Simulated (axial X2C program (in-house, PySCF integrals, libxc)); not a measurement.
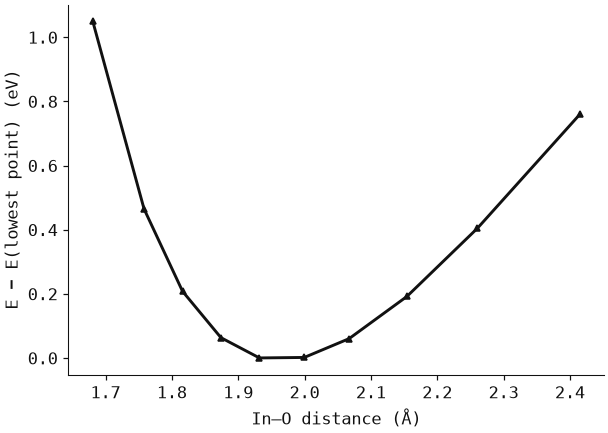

Figure 1. Energy at 10 bond lengths, for one set of occupations held fixed; the line joins the points. A polynomial of degree 6 through 9 points gives rₑ = 1.963 Å, ωₑ = 539.6 cm⁻¹, ωₑxₑ = 3.0 cm⁻¹ and Bₑ = 0.3115 cm⁻¹. The minimum lies 3.22 eV below In + O, each computed as one determinant at the same level.

## Run report: InO, relativistic diatomic calculation

- system: InO, single determinant with Ω = 1/2.
- method: M06, two-component X2C with atomic mean-field Coulomb and Gaunt terms, In dyall-cv3z, O dyall-av3z (cores contracted) (axial X2C program (in-house, PySCF integrals, libxc))

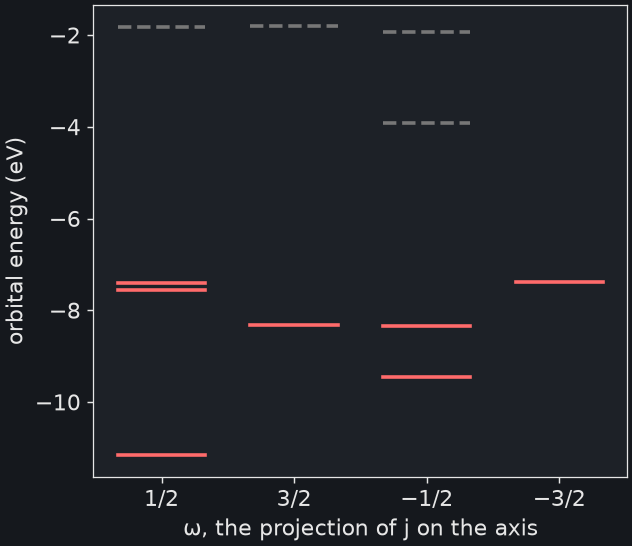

Figure 2. Orbital energies near the frontier at 1.93 Å, filled (solid) and empty (dashed). The highest filled spinor (−3/2; 87 % O p, 8 % In p) lies at −7.39 eV, the lowest empty one (−1/2; 55 % O p, 29 % In p) at −3.92 eV.

Input and output of the run follow.

### Input
```
{"zs": [49, 8], "q": 0, "bas": ["dyall-cv3z", "dyall-av3z"], "levels": ["PBE0", "HF", "M06"], "cc": true, "r0": 1.93, "thr": -2.0, "nmax": 110, "npts": 10, "nst": 2, "ntry": 8}
```

The line is the task of a batch: nuclear charges, charge, bases, the levels to run, a first guess of the distance and further settings. This report covers M06 with spin-orbit coupling. The log is that of the reference distance 1.932 Å.

The run was one of a batch that the task file lists, launched with:
```bash
python <driver script> task.json out
```

### Log
```
two-component X2C + atomic mean field  M06
basis functions 183  fitting functions 933  grid points 5078
iter        total energy     max residual
   1      -5953.874437465     1.17e-01
   2      -5953.881832472     3.70e-03
   3      -5953.881989894     2.41e-03
   4      -5953.881975096     3.05e-03
   5      -5953.882078589     1.36e-03
   6      -5953.882098813     4.81e-04
   7      -5953.882103568     8.62e-05
   8      -5953.882103724     1.58e-05
   9      -5953.882103734     6.07e-06
  10      -5953.882103736     3.25e-06
converged
one-electron -8405.20340701  Coulomb 2517.13340078  exact exchange -45.02010868  xc functional -124.88087088  nuclear repulsion 107.36928917  atomic mean-field constant -3.28040712
```

### The points of the curve

| R (Å) | E (hartree) | dipole (D; origin at the first atom, positive when the second is positive) | highest filled (eV) | lowest empty (eV) |
| --- | --- | --- | --- | --- |
| 1.681 | −5953.843536 | −3.27 | −6.98 | −4.15 |
| 1.758 | −5953.865035 | −3.47 | −7.17 | −4.13 |
| 1.816 | −5953.874470 | −3.63 | −7.30 | −4.08 |
| 1.874 | −5953.879784 | −3.80 | −7.43 | −4.01 |
| 1.932 | −5953.882104 | −3.98 | −7.39 | −3.92 |
| 2.000 | −5953.882047 | −4.23 | −7.20 | −3.81 |
| 2.067 | −5953.879891 | −4.50 | −7.01 | −3.70 |
| 2.154 | −5953.875063 | −4.87 | −6.78 | −3.55 |
| 2.260 | −5953.867256 | −5.36 | −6.50 | −3.40 |
| 2.415 | −5953.854183 | −6.08 | −6.11 | −3.23 |

### Key numbers

```
                 quantity                                                                 value
                  outcome                                                             converged
           bond length rₑ                                                               1.963 Å
                       ωₑ                                                            539.6 cm⁻¹
    energy at the minimum                                                   −5953.88239 hartree
depth below the fragments                                                               3.22 eV
                 hardware  1 thread of Arm Neoverse V2, 24 GiB of memory available, shared host
                wall time                                                                  13 s
              peak memory                                                               1.7 GiB
```
